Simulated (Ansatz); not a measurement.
## Electronic structure of CH₆BNSi (SMILES NB1C[SiH2]1) in real space

```yaml
atoms:
  - { symbol: N, position_ang: [-1.5219, 0.4465, -1.0567] }
  - { symbol: B, position_ang: [-0.4072, 0.1886, -0.2938] }
  - { symbol: C, position_ang: [0.3692, -1.0352, 0.2856] }
  - { symbol: Si, position_ang: [1.1653, 0.6283, 0.7623] }
  - { symbol: H, position_ang: [-1.8176, 1.3776, -1.2961] }
  - { symbol: H, position_ang: [-2.1148, -0.2809, -1.4256] }
  - { symbol: H, position_ang: [-0.0995, -1.6237, 1.0745] }
  - { symbol: H, position_ang: [0.9185, -1.6721, -0.4083] }
  - { symbol: H, position_ang: [1.0985, 1.0038, 2.1961] }
  - { symbol: H, position_ang: [2.4927, 0.9161, 0.1651] }
```

Geometry: PBE0-D4/def2-TZVP.

All numbers below come from Ansatz, RKS PBE0-D4/def2-TZVPP.

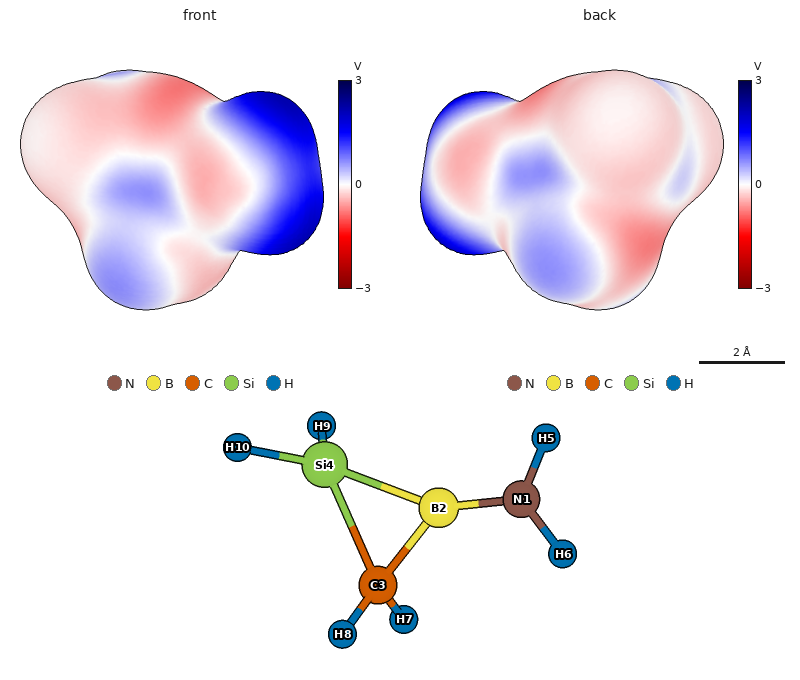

Figure 1. The molecular electrostatic potential painted on the density surface at 0.002 e/bohr³, seen from the front and from behind; red is negative and blue positive. The bare structure is drawn below in the same view.

Where is the surface potential most negative and most positive?

Answer. The most negative region (about −0.8 V) lies over C3, the most positive (about +2.1 V) over H5 and H6.

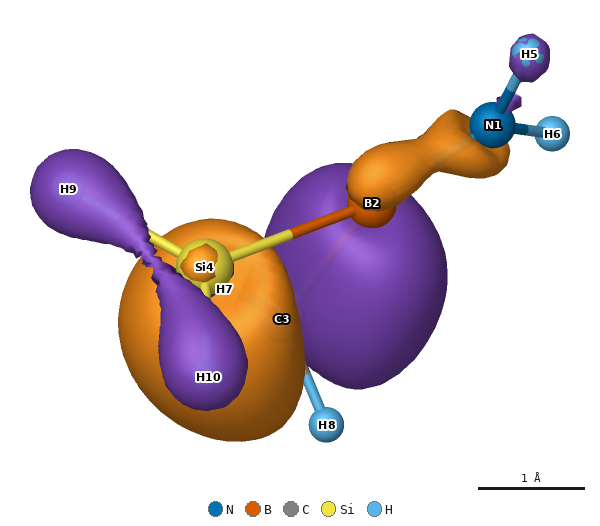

Figure 2. The HOMO−1 at ±0.15 Å⁻³ᐟ² (orange and purple are the two phases), seen at an oblique angle.

Describe this orbital and give its energy.

Answer. Its weight (Hirshfeld) is mainly on C3 (about 45 %), Si4 (about 20 %) and B2 (about 15 %). Its energy is −7.50 eV.

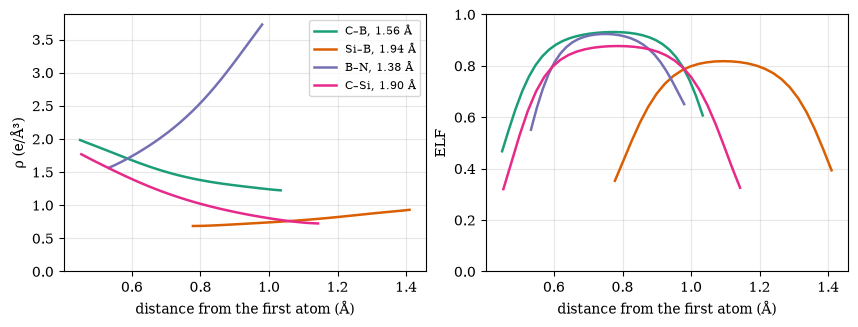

Figure 3. Total electron density and electron localisation function along straight lines between neighbouring atoms. The curves leave out the atomic cores.

What kind of bonding do the profiles show?

Answer. C–B (1.56 Å): the density is about 1.4 e/Å³ at the midpoint; the ELF peaks at about 0.95 between the atoms; localised, covalent bonding.
Si–B (1.94 Å): the density is about 0.73 e/Å³ at the midpoint; the ELF peaks at about 0.80 between the atoms, as expected for a covalent bond.
B–N (1.38 Å): ρ at the midpoint is about 2 e/Å³; the ELF peaks at about 0.90 between the atoms: a short, strongly polar bond.
C–Si (1.90 Å): ρ is about 0.85 e/Å³ halfway; the ELF peaks at about 0.90 between the atoms (a covalent bond).
